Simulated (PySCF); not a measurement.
```yaml
atoms:
  - { symbol: F, position_ang: [3.8699, -1.2513, 0.3806] }
  - { symbol: C, position_ang: [2.9329, -0.3033, 0.2339] }
  - { symbol: F, position_ang: [3.2608, 0.3888, -0.8720] }
  - { symbol: F, position_ang: [3.0826, 0.5428, 1.2662] }
  - { symbol: P, position_ang: [1.2250, -1.0799, 0.0754] }
  - { symbol: P, position_ang: [0.2465, 0.5010, 0.8944] }
  - { symbol: C, position_ang: [-1.4934, -0.0686, 0.7243] }
  - { symbol: Si, position_ang: [-2.2395, 0.4221, -0.9777] }
  - { symbol: H, position_ang: [-2.0768, 0.4040, 1.5150] }
  - { symbol: H, position_ang: [-1.5657, -1.1474, 0.8506] }
  - { symbol: H, position_ang: [-2.0775, 1.8645, -1.1604] }
  - { symbol: H, position_ang: [-3.6543, 0.0515, -0.9423] }
  - { symbol: H, position_ang: [-1.5148, -0.3237, -2.0057] }
```

Geometry: GFN2-xTB.

These are results of PBE0/pcSseg-1, SCF density, gas phase, non-relativistic (PySCF 2.14.0), not measurements.

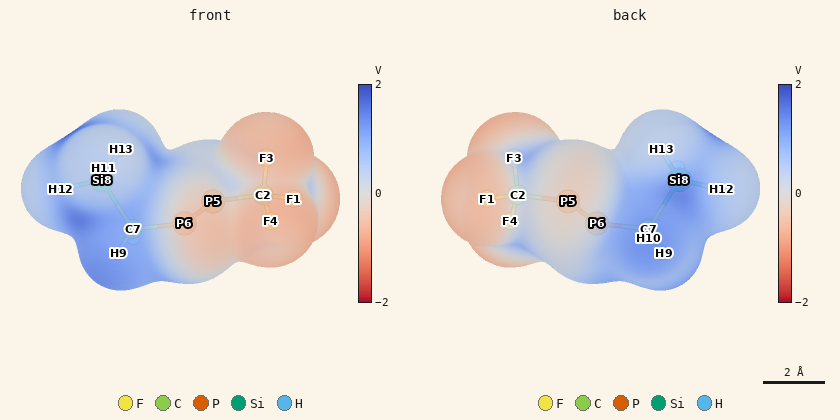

C2H5F3P2Si (SMILES FC(F)(F)/P=P/C[SiH3]). The molecular electrostatic potential painted on the density surface at 0.002 e/bohr³, seen from the front and from behind; the colour scale runs from red (negative) to blue (positive).

Which sites attract a positive test charge, and which a negative one?

Answer. A positive charge is drawn to the negative regions and a negative charge to the positive ones. The most negative region (about −0.7 V, or −16 kcal/mol for a unit charge) lies over F1, F3 and F4, the most positive (about +1.5 V, or +35 kcal/mol for a unit charge) over Si8.

What dipole moment does the calculation give?

Answer. Its dipole moment is 3.60 D.
